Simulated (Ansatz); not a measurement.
## Hypothetical P6_3/mmc SiS2, response to strain

Consider SiS2 in the 2H-MoS2 type structure (space group P6_3/mmc, No. 194; a = 3.224 Å, c = 12.153 Å; a hypothetical phase, not in the database extracts checked; layered, stacked along the Cartesian z axis).

Strains are applied to the cell and any free atomic positions relax.

All numbers come from r2SCAN+rVV10 in Ansatz (plane waves to 500 eV, PAW, no spin-orbit coupling).

Notes on the quantities. energy relative to the base: free energy F.

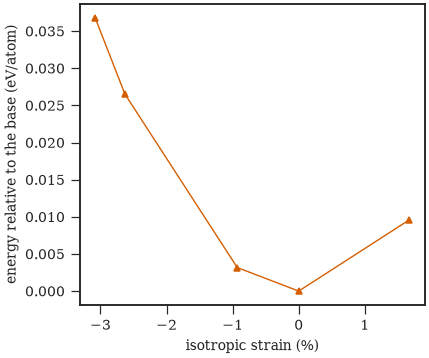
Figure: Energy relative to the base against isotropic strain

### Question
From the plot, what is the energy relative to the base for isotropic strain −3.08 %?

### Answer
About 0.037 eV/atom.

### Question
Is the trend monotonic over the range shown?

### Answer
No, it turns within the range, spanning 0 meV/atom to +37 meV/atom.

Whether these cells are dynamically stable was not tested. The final runs are not spin-polarised.

Ansatz is a quantum-chemistry and plane-wave program.
